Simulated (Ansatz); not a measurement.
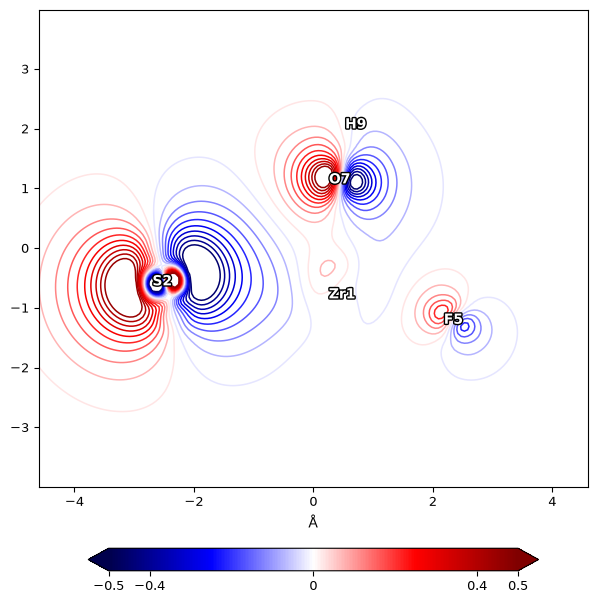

Figure 1: F₃H₃OSZr. One frontier orbital on the plane of atoms S2, Zr1 and F5 (values in Å⁻³ᐟ²; the overall sign is arbitrary).

Core potentials replace the inner electrons of Zr.

Method: Ansatz, RKS B3LYP-D4/def2-SVP.

The calculation's input:

```
crystal:
  periodic: [false, false, false]
  atoms:
    - { symbol: Zr, position_ang: [-1.07295, 0.848646, -0.492491] }
    - { symbol: S, position_ang: [0.859644, -2.37667, 1.122352] }
    - { symbol: F, position_ang: [-2.129225, -0.517362, -1.278509] }
    - { symbol: F, position_ang: [-1.544778, 1.072043, 1.331584] }
    - { symbol: F, position_ang: [-1.504406, 2.456877, -1.396709] }
    - { symbol: H, position_ang: [1.532764, -1.436981, 0.40698] }
    - { symbol: O, position_ang: [1.170727, 0.482981, -0.745403] }
    - { symbol: H, position_ang: [0.998318, -1.677029, 2.27521] }
    - { symbol: H, position_ang: [1.689807, 1.147595, -1.222915] }
basis:
  gaussian: { orbitals: def2-SVP }
hamiltonian:
  xc: b3lyp
  dispersion: d4
relax:
  f_tol: 0.03
  max_steps: 50
output:
  orbitals: {}
```

Command:

```sh
ansatz run input.yaml --threads 2 --pin off --max-ram 3072MiB --backend cpu --events-out ev --progress --plain --runs-dir out
```

The fields are those of the relaxed geometry.

> Which orbital is it: HOMO or LUMO?

The HOMO, at −8.38 eV. It lies mainly on S2 (about 75 %) and O7 (about 10 %); largely a lone pair of S2.
